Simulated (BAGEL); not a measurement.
# C2H4FGa (SMILES C=[C](F)[GaH2]): HF/3-21G (density fitting with qzvpp-jkfit)

Aim: the vertical ionisation energy of C2H4FGa at HF/3-21G (density fitting with qzvpp-jkfit), from 2 runs. 

Program for the calculation: BAGEL 1.2.2.

8 further runs of the same task are left out: 7 that didn't finish, 1 set aside as unsound or not needed. Runs told in other sessions of the task aren't counted.

### 1 The system as given

The species is C2H4FGa (8 atoms), meant as a singlet with charge 0. As SMILES, `C=[C](F)[GaH2]`. The shape comes from GFN2-xTB, which is rough for such elements, and wasn't checked as a minimum.

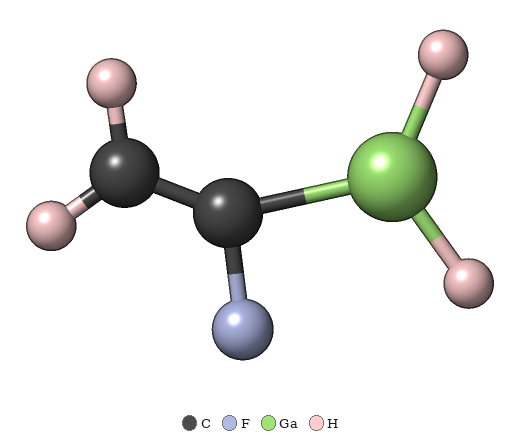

The structure, seen from a chosen angle (carbon dark grey, fluorine light blue, gallium green, hydrogen pink).

### 2 The energy at HF/3-21G (density fitting with qzvpp-jkfit)

input.json reads:

```json
{ "bagel" : [

{
  "title" : "molecule",
  "basis" : "3-21g",
  "df_basis" : "qzvpp-jkfit",
  "angstrom" : true,
  "geometry" : [
    { "atom" : "C", "xyz" : [    1.162950,    0.929950,    0.591380 ] },
    { "atom" : "C", "xyz" : [    0.162530,    0.391270,   -0.080930 ] },
    { "atom" : "F", "xyz" : [   -0.413560,    1.131420,   -1.118990 ] },
    { "atom" : "Ga", "xyz" : [   -1.035390,   -1.200200,   -0.295700 ] },
    { "atom" : "H", "xyz" : [    1.620000,    0.376170,    1.394410 ] },
    { "atom" : "H", "xyz" : [    1.551750,    1.913650,    0.372140 ] },
    { "atom" : "H", "xyz" : [   -2.075380,   -1.031700,   -1.447060 ] },
    { "atom" : "H", "xyz" : [   -0.972900,   -2.510570,    0.584760 ] }
  ]
},
{ "title" : "hf" },
{ "title" : "print", "file" : "orbitals.molden", "orbitals" : true }

]}
```

The run is started by

```console
$ BAGEL_NUM_THREADS=1 BAGEL input.json > input.out
```

Log:

```text
* using 1 threads per process

  ===============================================================
  ===============================================================

  *** Geometry ***

  { "atom" : "C", "xyz" : [      2.197657,      1.757351,      1.117546 ] },
  { "atom" : "C", "xyz" : [      0.307137,      0.739393,     -0.152936 ] },
  { "atom" : "F", "xyz" : [     -0.781515,      2.138074,     -2.114585 ] },
  { "atom" : "Ga", "xyz" : [     -1.956604,     -2.268049,     -0.558792 ] },
  { "atom" : "H", "xyz" : [      3.061356,      0.710858,      2.635053 ] },
  { "atom" : "H", "xyz" : [      2.932383,      3.616274,      0.703243 ] },
  { "atom" : "H", "xyz" : [     -3.921900,     -1.949630,     -2.734547 ] },
  { "atom" : "H", "xyz" : [     -1.838515,     -4.744290,      1.105036 ] },

  Number of auxiliary basis functions:      565

  Since a DF basis is specified, we compute 2- and 3-index integrals:
    o Being stored without compression. Storage requirement is 0.015 GB

  Number of basis functions:       57
  Number of electrons      :       56

    * METHOD: MOLECULE                             0.57

  *** RHF ***

  === Nuclear Repulsion ===
   234.1808555113

      * DIIS with orbital gradients will be used.

  === RHF iteration (3-21g) ===
      0      -2090.22394143          0.01686692           0.15
      1      -2090.29858882          0.00861022           0.12
      2      -2090.31529476          0.00171132           0.12
      3      -2090.31668718          0.00040789           0.12
      4      -2090.31678006          0.00014482           0.12
      5      -2090.31679525          0.00003255           0.13
      6      -2090.31679607          0.00001703           0.12
      7      -2090.31679620          0.00000411           0.13
      8      -2090.31679621          0.00000127           0.14
      9      -2090.31679621          0.00000039           0.13
     10      -2090.31679621          0.00000020           0.12
     11      -2090.31679621          0.00000004           0.12
     12      -2090.31679621          0.00000001           0.13
     13      -2090.31679621          0.00000001           0.13
    * SCF iteration converged.

    * Permanent dipole moment:
           (   -0.314862,     0.366421,    -0.543209) a.u.

    * METHOD: HF                                   2.19

    * METHOD: PRINT                                0.02

  ===============================================================
```

Run time: 3.3 s. Hardware: 1 thread of AMD EPYC, shared host; peak memory 0.11 GiB.

### 3 The doublet cation at the same level

hf.json reads:

```json
{ "bagel": [

{
  "title": "molecule",
  "basis": "3-21g",
  "df_basis": "qzvpp-jkfit",
  "angstrom": true,
  "geometry": [
    { "atom": "C", "xyz": [    1.162950,    0.929950,    0.591380 ] },
    { "atom": "C", "xyz": [    0.162530,    0.391270,   -0.080930 ] },
    { "atom": "F", "xyz": [   -0.413560,    1.131420,   -1.118990 ] },
    { "atom": "Ga", "xyz": [   -1.035390,   -1.200200,   -0.295700 ] },
    { "atom": "H", "xyz": [    1.620000,    0.376170,    1.394410 ] },
    { "atom": "H", "xyz": [    1.551750,    1.913650,    0.372140 ] },
    { "atom": "H", "xyz": [   -2.075380,   -1.031700,   -1.447060 ] },
    { "atom": "H", "xyz": [   -0.972900,   -2.510570,    0.584760 ] }
  ]
},
{
  "title": "uhf",
  "charge": 1,
  "nopen": 1
},
{
  "title": "print",
  "file": "orbitals.molden",
  "orbitals": true
}

]}
```

The run is started by

```console
$ BAGEL_NUM_THREADS=1 BAGEL hf.json > hf.out
```

Log:

```text
* using 1 threads per process

  ===============================================================
  ===============================================================

  *** Geometry ***

  { "atom" : "C", "xyz" : [      2.197657,      1.757351,      1.117546 ] },
  { "atom" : "C", "xyz" : [      0.307137,      0.739393,     -0.152936 ] },
  { "atom" : "F", "xyz" : [     -0.781515,      2.138074,     -2.114585 ] },
  { "atom" : "Ga", "xyz" : [     -1.956604,     -2.268049,     -0.558792 ] },
  { "atom" : "H", "xyz" : [      3.061356,      0.710858,      2.635053 ] },
  { "atom" : "H", "xyz" : [      2.932383,      3.616274,      0.703243 ] },
  { "atom" : "H", "xyz" : [     -3.921900,     -1.949630,     -2.734547 ] },
  { "atom" : "H", "xyz" : [     -1.838515,     -4.744290,      1.105036 ] },

  Number of auxiliary basis functions:      565

  Since a DF basis is specified, we compute 2- and 3-index integrals:
    o Being stored without compression. Storage requirement is 0.015 GB

  Number of basis functions:       57
  Number of electrons      :       56

    * METHOD: MOLECULE                             0.73

  *** Open-shell HF ***

  === Nuclear Repulsion ===
   234.1808555113

      * DIIS with orbital gradients will be used.

  === UHF iteration (3-21g) ===
      0      -2089.86505744          0.03615734           0.26
      1      -2089.94778256          0.02580019           0.25
      2      -2089.96908445          0.01800941           0.28
      3      -2089.98623674          0.00115135           0.28
      4      -2089.98655444          0.00040817           0.28
      5      -2089.98660641          0.00022175           0.25
      6      -2089.98663221          0.00006515           0.24
      7      -2089.98663568          0.00002847           0.24
      8      -2089.98663646          0.00001251           0.25
      9      -2089.98663666          0.00000425           0.28
     10      -2089.98663669          0.00000231           0.31
     11      -2089.98663669          0.00000172           0.27
     12      -2089.98663670          0.00000144           0.25
     13      -2089.98663670          0.00000100           0.26
     14      -2089.98663671          0.00000037           0.26
     15      -2089.98663671          0.00000018           0.26
     16      -2089.98663671          0.00000014           0.27
     17      -2089.98663671          0.00000011           0.25
     18      -2089.98663671          0.00000009           0.25
     19      -2089.98663671          0.00000006           0.25
     20      -2089.98663671          0.00000003           0.25
     21      -2089.98663671          0.00000002           0.25
     22      -2089.98663671          0.00000002           0.25
     23      -2089.98663671          0.00000001           0.28
     24      -2089.98663671          0.00000001           0.26
     25      -2089.98663671          0.00000001           0.25
    * SCF iteration converged.

    * S^2 (UHF) is 0.7547

    * Permanent dipole moment:
           (   -1.912642,    -1.059067,    -1.263720) a.u.

    * METHOD: UHF                                  7.22

    * METHOD: PRINT                                0.02

  ===============================================================
```

It took 8.7 s on 1 thread of AMD EPYC, shared host; peak memory 0.11 GiB.

### 4 Results

Level: HF/3-21G (density fitting with qzvpp-jkfit).

```
                                          quantity           value
                     singlet C2H4FGa: total energy  -2090.31680 Eh
                    singlet C2H4FGa: dipole moment          1.85 D
                      singlet C2H4FGa: HOMO energy       -10.29 eV
                      singlet C2H4FGa: LUMO energy         0.83 eV
                    singlet C2H4FGa: HOMO–LUMO gap        11.12 eV
                      doublet cation: total energy  -2089.98664 Eh
                              doublet cation: ⟨S²⟩           0.755
vertical ionisation energy (to the doublet cation)        8.984 eV
```

Removing an electron at fixed nuclei costs 8.98 eV (867 kJ/mol). The negative HOMO energy of the first species, 10.29 eV, lies 1.30 eV above that difference.
